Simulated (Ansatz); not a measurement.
**FH3O2Sn···HCl: density, localisation and related maps**

Input

```
crystal:
  periodic: [false, false, false]
  atoms:
    - { symbol: Sn, position_ang: [0.347799, 0.230707, -0.446038] }
    - { symbol: Cl, position_ang: [-1.125489, 0.363941, 2.848426] }
    - { symbol: O, position_ang: [1.610231, -0.122818, -1.899913] }
    - { symbol: H, position_ang: [2.139879, -0.909634, -1.720553] }
    - { symbol: H, position_ang: [-0.83289, 1.331697, -0.964096] }
    - { symbol: O, position_ang: [-0.133831, -1.537928, 0.251207] }
    - { symbol: H, position_ang: [-0.592892, -1.459489, 1.098718] }
    - { symbol: F, position_ang: [1.340546, 1.070394, 0.953784] }
    - { symbol: H, position_ang: [0.114647, 0.81583, 2.655865] }
basis:
  gaussian: { orbitals: def2-SVP }
hamiltonian:
  xc: pbe0
relax:
  f_tol: 0.03
  max_steps: 50
output:
  orbitals: {}
```

Command:

```sh
ansatz run input.yaml --threads 2 --pin off --max-ram 3072MiB --backend cpu --events-out ev --progress --plain --runs-dir out
```

The fields are those of the relaxed geometry.

Core potentials replace the inner electrons of Sn.

Method: RKS PBE0/def2-SVP (Ansatz).

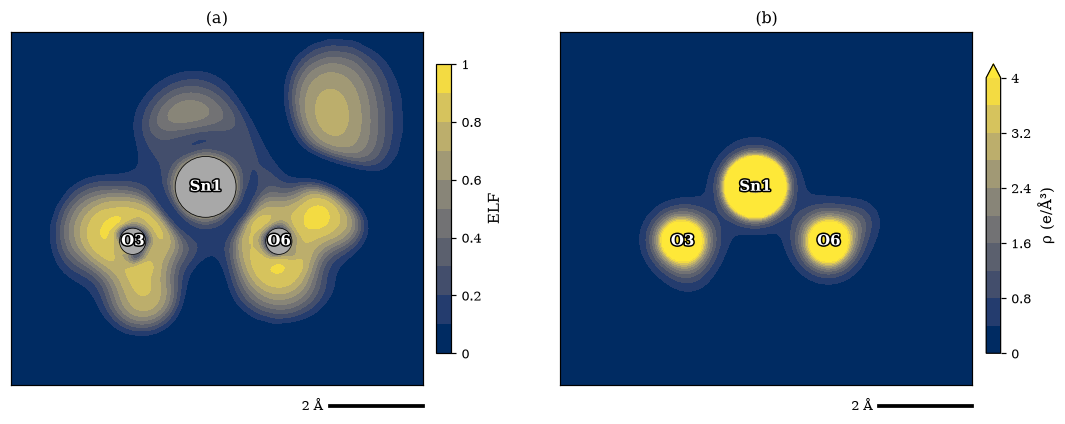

Figure 1. (a) electron localisation function; (b) electron density on the plane of atoms O3, Sn1 and O6. Grey discs cover the atomic cores in the ELF map.

> What does the map show?

The plane passes through Sn and O nuclei.
Sn–O (1.95 Å): ρ is about 0.77 e/Å³ halfway; the ELF peaks at about 0.80 in the valence shell of O, 0.6 Å from its nucleus, and drops to about 0.15 between the two atoms.
The ELF also peaks beside O6 and O3, away from the bonds: lone-pair regions.

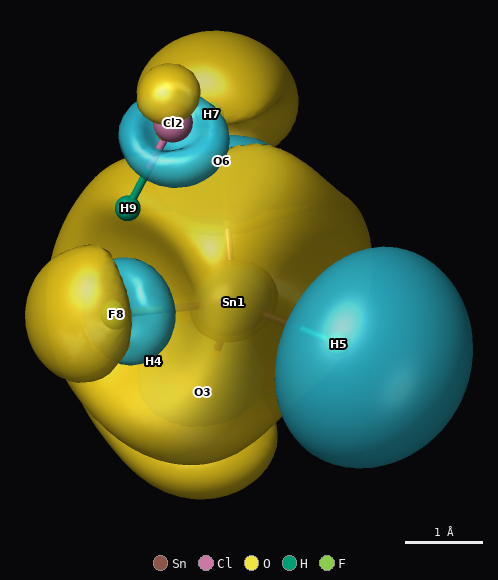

Figure 2. One frontier orbital at ±0.05 Å⁻³ᐟ² (yellow and cyan are the two phases), seen at an oblique angle.

> Which orbital is it: HOMO or LUMO?

The LUMO, at −1.39 eV. It lies mainly on Sn1 (about 40 %), H5 (about 20 %), O6 (about 15 %), O3 (about 10 %) and F8 (about 10 %).

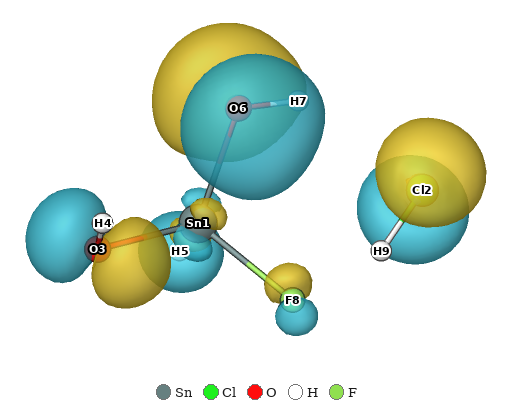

Figure 3. The HOMO at ±0.08 Å⁻³ᐟ² (yellow and cyan are the two phases), seen at a tilt.

> Describe this orbital and give its energy.

Its weight (Hirshfeld) is mainly on O6 (about 65 %), Cl2 (about 10 %), O3 (about 10 %) and Sn1 (about 5 %). Its energy is −9.08 eV.
